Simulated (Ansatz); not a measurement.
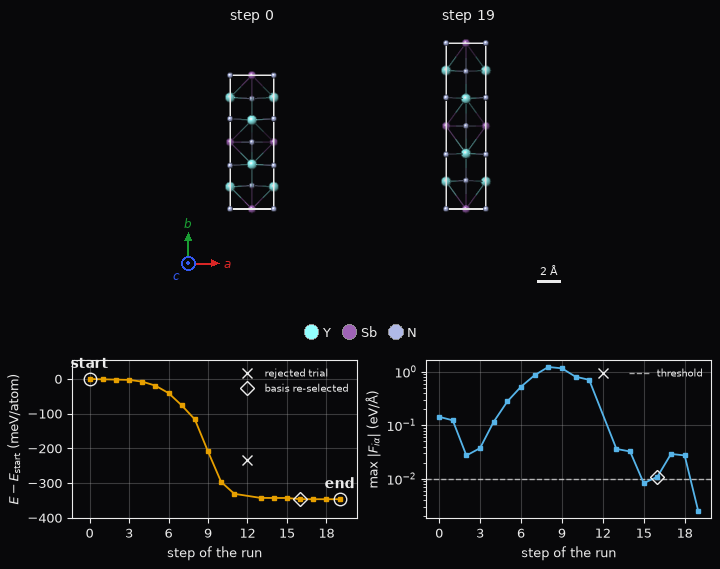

First and last geometry of a relaxation of crystalline Y₂SbN₃ (built on the Cu2GeS3-44 type type), with the history of the run. A ball-and-stick model of the conventional cell (2 times the calculation's cell), seen along the c axis. Lengths and directions refer to the drawn axes.

Computed with DFT, r2SCAN+rVV10, plane waves, PAW (Ansatz). Settings: plane-wave cutoff 500 eV; k-point mesh 8 × 8 × 8; occupations fermi dirac; smearing width 0.03 eV; no spin polarisation; cell and atoms relaxed; force threshold 0.01 eV/Å; at most 120 steps.

Question: What do the curves and the structures tell?

Answer: The run was cut off at its time limit before the program reported convergence, but its last step already meets the force threshold: the largest component is 0.0025 eV/Å against 0.01 eV/Å. The pressure is within 0.01 GPa of its target. The energy falls by 346 meV per atom in 17 accepted moves (19 points after the start). The largest force component goes from 0.14 to 0.0025 eV/Å. The pressure goes from 1.41 to 0.00 GPa. The line search rejected the trial step at point 12 of the run. At 1 point the geometry stayed and the basis and grid were re-selected for the new cell (energy shift of 3.4 meV per atom at most each time). The largest moves relative to the cell, 0.58 Å, are those of N atoms. By element the largest moves are N 0.58 Å, Y 0.39 Å, Sb 0.36 Å. The drawn cell changes as follows: a 3.810 → 3.468 Å (−9.0 %), b 11.646 → 14.458 Å (+24.1 %), c 4.882 → 3.536 Å (−27.6 %); the volume changes by −18.1 %. Among the contacts that change: N–Y 4.151 → 2.433 Å, Y–Y 4.882 → 3.536 Å, Sb–Y 3.893 → 4.839 Å, Y–Y 3.810 → 3.468 Å. New bonds form: N–Y (4.15 → 2.43 Å). Bond angles that change, for instance: Y–N–Sb 115.9° → 176.8°, Y–N–Y 113.2° → 154.0°, Y–N–Y 115.6° → 86.8°. The space group stays Imm2 (No. 44). Cost: 12 min on 2 threads of AMD EPYC 7R13 Processor (Zen 3) (shared host), peak memory 1 GiB.
